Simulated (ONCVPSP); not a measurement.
# Co: pseudopotential generation

Cobalt (Co, Z = 27), core [Ar], reference valence 3d7 4s2, valence charge 9. Computed at this level: ONCV potential, revPBE, scalar-relativistic, made with ONCVPSP 4.0.1.

**The input**
```
# ATOM AND REFERENCE CONFIGURATION
# atsym  z   nc   nv     iexc    psfile
  Co 27.00    5    2  -102130      upf
#
#   n    l    f
    1    0    2.00
    2    0    2.00
    2    1    6.00
    3    0    2.00
    3    1    6.00
    3    2    7.00
    4    0    2.00
#
# PSEUDOPOTENTIAL AND OPTIMIZATION
# lmax
    2
#
#   l,   rc,      ep,       ncon, nbas, qcut
    0    2.15    0.00    4    8    3.70
    1    2.72    0.15    3    6    4.30
    2    1.70    0.00    5   10    9.30
#
# LOCAL POTENTIAL
# lloc, lpopt,  rc(5),   dvloc0
    4    5    1.20    0.00
#
# VANDERBILT-KLEINMAN-BYLANDER PROJECTORs
# l, nproj, debl
    0    2    2.50
    1    3    2.80
    2    1    0.70
#
# MODEL CORE CHARGE
# icmod, fcfact, rcfact
    2    0.50    0.60
#
# LOG DERIVATIVE ANALYSIS
# epsh1, epsh2, depsh
   -2.00    5.00    0.02
#
# OUTPUT GRID
# rlmax, drl
    6.00    0.01
#
# TEST CONFIGURATIONS
# ncnf
    4
# nvcnf
#   n    l    f
    2
    3    2    7.00
    4    0    1.00
#
    2
    3    2    7.00
    4    0    0.00
#
    2
    3    2    6.00
    4    0    0.00
#
    3
    3    2    6.00
    4    0    2.00
    4    1    1.00
#
```

Command:
```bash
oncvpsp.x < Co.dat > Co.out
```

**The program's output (extracts)**
```
ONCVPSP  (Optimized Norm-Conservinng Vanderbilt PSeudopotential)
scalar-relativistic version 4.0.1

#   n    l    f        energy (Ha)
    1    0    2.00    -2.7906513E+02
    2    0    2.00    -3.3041816E+01
    2    1    6.00    -2.8291833E+01
    3    0    2.00    -3.7651077E+00
    3    1    6.00    -2.4118775E+00
    3    2    7.00    -2.9936402E-01
    4    0    2.00    -1.9855744E-01

Reference configufation results
  iterations    32
  all-electron total energy (Ha)   -1.39328867D+03

Begin loop to  construct optimized pseudo wave functions
and semi-local pseudopoentials for all angular momenta

   Wellstate for l =  0  n =  6
     eigenvalue =   2.3014
     asymptotic potential =   2.8014
     half-point radius =  3.9556

Calculating optimized projector #   1

 for l=   0

    Fraction of norm inside rc  0.278863
    Optimizing pswf for qcut=   3.69 a_B^-1,  ecut=   6.81 Ha
    Residual kinetic energy error=  6.18D-05 Ha

    Energy error per electron        Cutoff
         Ha          eV             Ha
         0.01000     0.27211        3.10
         0.00100     0.02721        4.93
         0.00010     0.00272        6.73
         0.00001     0.00027       17.74

Calculating optimized projector #   2

 for l=   0

    Fraction of norm inside rc  0.133350
    Optimizing pswf for qcut=   3.69 a_B^-1,  ecut=   6.81 Ha
    Residual kinetic energy error=  1.17D-03 Ha

    Energy error per electron        Cutoff
         Ha          eV             Ha
         0.01000     0.27211        5.80
         0.00100     0.02721        7.27
         0.00010     0.00272       17.97
         0.00001     0.00027       48.95

WARNING wellstate: moderately localized bound state found for n= 4 l=  1
WARNING scattering state with energy  0.05000000
WARNING will be used for the first projector

   Wellstate for l =  1  n =  4
     eigenvalue =   0.0500
     asymptotic potential =   0.5500
     half-point radius =  4.3714

   Wellstate for l =  1  n =  7
     eigenvalue =   2.8500
     asymptotic potential =   3.3500
     half-point radius =  4.9769

   Wellstate for l =  1  n =  8
     eigenvalue =   5.6500
     asymptotic potential =   6.1500
     half-point radius =  4.3764

Calculating optimized projector #   1

 for l=   1

    Fraction of norm inside rc  0.449297
    Optimizing pswf for qcut=   4.29 a_B^-1,  ecut=   9.21 Ha
    Residual kinetic energy error=  5.85D-07 Ha

    Energy error per electron        Cutoff
         Ha          eV             Ha
         0.01000     0.27211        1.11
         0.00100     0.02721        4.22
         0.00010     0.00272        6.48
         0.00001     0.00027        7.89

Calculating optimized projector #   2

 for l=   1

    Fraction of norm inside rc  0.174976
    Optimizing pswf for qcut=   4.29 a_B^-1,  ecut=   9.21 Ha
    Residual kinetic energy error=  4.59D-05 Ha

    Energy error per electron        Cutoff
         Ha          eV             Ha
         0.01000     0.27211        6.27
         0.00100     0.02721        7.34
         0.00010     0.00272        9.00
         0.00001     0.00027       21.04

Calculating optimized projector #   3

 for l=   1

    Fraction of norm inside rc  0.146191
    Optimizing pswf for qcut=   4.29 a_B^-1,  ecut=   9.21 Ha
    Residual kinetic energy error=  3.58D-02 Ha

    Energy error per electron        Cutoff
         Ha          eV             Ha
         0.01000     0.27211       10.80
         0.00100     0.02721       21.00
         0.00010     0.00272       29.58
         0.00001     0.00027       39.79

Calculating optimized projector #   1

 for l=   2

    Fraction of norm inside rc  0.864117
    Optimizing pswf for qcut=   9.30 a_B^-1,  ecut=  43.22 Ha
    Residual kinetic energy error=  2.79D-05 Ha

    Energy error per electron        Cutoff
         Ha          eV             Ha
         0.01000     0.27211       31.26
         0.00100     0.02721       36.64
         0.00010     0.00272       40.66
         0.00001     0.00027       75.96

Construct Vanderbilt / Kleinmman-Bylander projectors

B matrix Hermiticity error, ll=   0
   1   2   -1.0346E-04

  Orthonormal projector coefficients  6.6160E+00  5.5076E-01

B matrix Hermiticity error, ll=   1
   1   2    6.5865E-05
   1   3   -6.7408E-05
   2   3    1.3930E-04

  Orthonormal projector coefficients  6.7521E+00  1.4475E+00  1.9390E-01

Model core correction analysis
  based on d2Exc/dn_idn_j

d2excae - all-electron derivatives

   -2.639820D-02   -6.822206D-03
   -6.820395D-03   -3.341616D-02

d2excps - pseudofunction derivatives with no core correction

   -4.518263D-02   -7.266788D-03
   -7.264464D-03   -3.412844D-02

rms 2nd derivative error    9.404215E-03

amplitude prefactor, scale prefactor
    2.3896    1.5477

d2excps - pseudofunction derivatives with core correction

   -3.274097D-02   -6.871521D-03
   -6.869906D-03   -3.357657D-02

rms 2nd derivative error    3.172588E-03

Pseudoatom total energy  -27.799967

Diagnostic tests using Vanderbilt-Kleinman-Bylander pseudopotentials
  1 or more projectors used as specified by nproj input data

   l    rcore       rmatch      e in        delta e   norm test  slope test

   0   2.1560987   2.2215626  -0.1985574  -0.0000010   0.9999651   0.9999718
   0   2.1560987   2.2215626   2.3014426   0.0000103   1.0001492   1.0001492

   1   2.7226379   2.8053031   0.0500000   0.0000030   1.0000348   1.0000348
   1   2.7226379   2.8053031   2.8500000   0.0000754   1.0001284   1.0001284
   1   2.7226379   2.8053031   5.6500000   0.0001031   1.0002302   1.0002302

   2   1.7074476   1.7592895  -0.2993640  -0.0000012   0.9999972   1.0000058

 Testing for bound ghosts
   n   l    E NL Schr. Eq   E Basis Diag.   E Cutoff

   1   0       -0.198558       -0.191000     55.99

   2   1       -0.045908       -0.032701     29.80

   3   2       -0.299365       -0.298651    152.20

 Testing for highly-localized positive-energy ghosts
       l    <radius>/rc     E Basis Diag.   E Cutoff

       0        0.204756       -0.043848     55.99  WARNING - GHOST(+)

       1        0.927455        6.905294     29.80  WARNING - GHOST(+)

Test configuration 0

   n   l     f        eae           eps        diff
   1   0  2.0000 -279.06513156
   2   0  2.0000  -33.04181630
   2   1  6.0000  -28.29183305
   3   0  2.0000   -3.76510766
   3   1  6.0000   -2.41187753
   3   2  7.0000   -0.29936402   -0.29936522   -1.20D-06
   4   0  2.0000   -0.19855744   -0.19855841   -9.69D-07

    Total energies and differences
      AE_ref= -1.39328867D+03  AE_tst= -1.39328867D+03  dif=  0.00D+00
      PS_ref= -2.77999669D+01  PS_tst= -2.77999669D+01  dif= -1.63D-13
      PSP excitation error=  1.63D-13

Test configuration 1

psatom: WARNING lschvkbb convergence error n,l,iter=   1   0  26
ea(ii),et,emin,emax -3.119345E-01 -3.173139E-01 -3.173139E-01 -3.173139E-01
run_config: WARNING for fully non-local PS atom, stg. 1
 WARNING no output for configuration 2

Test configuration 2

psatom: WARNING lschvkbb convergence error n,l,iter=   1   0  15
ea(ii),et,emin,emax -3.128781E-01 -3.257269E-01 -3.257269E-01 -3.257269E-01
run_config: WARNING for fully non-local PS atom, stg. 1
 WARNING no output for configuration 3

Test configuration 3

psatom: WARNING lschvkbb convergence error n,l,iter=   1   0  12
ea(ii),et,emin,emax -3.340955E-01 -3.539420E-01 -3.539420E-01 -3.539420E-01
run_config: WARNING for fully non-local PS atom, stg. 1
 WARNING no output for configuration 4

Test configuration 4

psatom: WARNING lschvkbb convergence error n,l,iter=   1   0  31
ea(ii),et,emin,emax -3.696625E-01 -3.814953E-01 -3.814953E-01 -3.814953E-01
run_config: WARNING for fully non-local PS atom, stg. 1
 WARNING no output for configuration 5
```

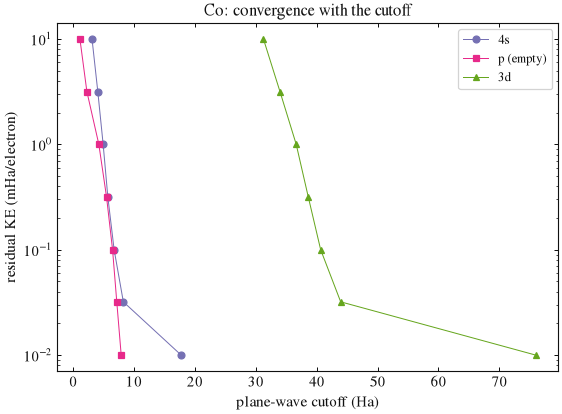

*Residual kinetic energy of the pseudo-waves (the first of each channel, and further valence shells) beyond the plane-wave cutoff, as the generator prints it.*

- Cutoffs for the occupied states: 37 Ha for 1 mHa and 41 Ha for 0.1 mHa per electron. The first is set by 3d.
- Cutoffs for 1 mHa per electron: 3d: 37 Ha; 4s: 4.9 Ha; p (empty): 4.2 Ha.
- Hardest wave at 1 mHa per electron: 3d, with rc = 1.70 bohr and qcut = 9.3 1/bohr. The optimisation minimises, but can't always remove, the kinetic energy above qcut²/2 = 43.2 Ha, and a larger rc would as a rule soften the wave at some cost in transferability.

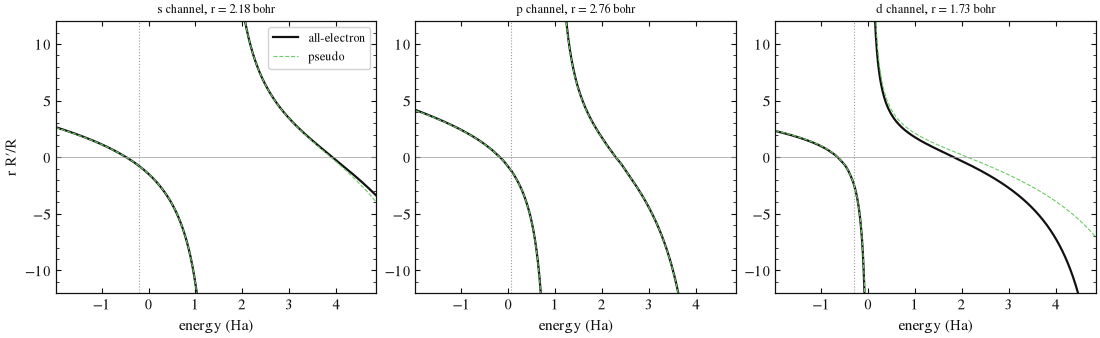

*Logarithmic derivatives r R′/R at the test radius against energy, all-electron atom (solid) and pseudo-atom (dashed). Here R(r) is the radial function. The dotted line marks the reference energy of the channel. Not drawn: f: not judged.*

- Zeros of the logarithmic derivative: s: all-electron -0.5 and 3.9 Ha, pseudo -0.5 and 3.9 Ha; p: all-electron -0.2 and 2.3 Ha, pseudo -0.2 and 2.3 Ha; d: all-electron -0.7 and 1.8 Ha, pseudo -0.6 and 2.1 Ha.
- Ghost states: the plot shows none: pseudo and all-electron curves have the same branches in all channels drawn. The separate test gives: no bound ghost flagged; GHOST(+) flagged for s at -1.19 eV, p at 187.9 eV.

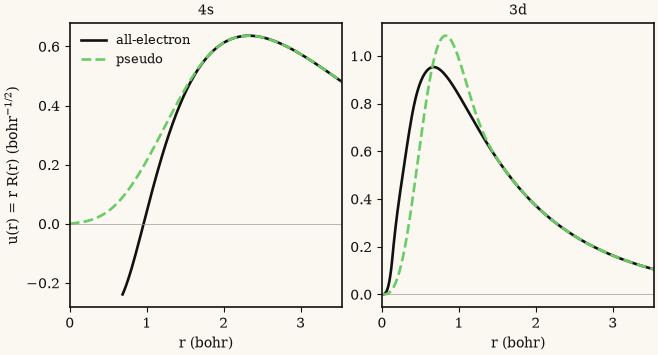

*Partial waves u(r) = r R(r), all-electron (solid) and pseudo (dashed). The innermost oscillations of some all-electron curves aren't drawn. Reference configuration 3d7 4s2.*

- Matching radii: 4s at 2.15 bohr; 3d at 1.70 bohr. The curves merge smoothly, so the plot gives these only roughly.
- Nodes of the pseudo-waves: 4s has no node; 3d has no node.
- Cutoffs needed: 37 Ha (loose) and 41 Ha (tight), as the cutoffs at which the residual kinetic energy of the hardest occupied pseudo-wave falls to 1 and 0.1 mHa per electron.

**Key numbers**

- outcome: generated
- cutoffs needed: 37 Ha and 41 Ha (the cutoffs at which the residual kinetic energy of the hardest occupied pseudo-wave falls to 1 and 0.1 mHa per electron)
- ghost test: no bound ghost flagged; GHOST(+) flagged for s at -1.19 eV, p at 187.9 eV
- configuration tests: 4 of 4 tests not solved
- rms error of d²Exc/dni dnj: 9.40 mHa without and 3.17 mHa with the model core
- range over which the phases arctan(r R′/R) at the test radius agree within 0.05 rad (a looser test near the poles than one of phase shifts): s: up to about 3.7 Ha; p: over the whole range computed; d: up to about 0.8 Ha; f: not judged, local potential alone
- hardware: 1 CPU thread, shared host
- wall time: 2.6 s

**Notes**

Warnings of the program, in the generation or the tests: wellstate: moderately localized bound state found for n= 4 l= 1.
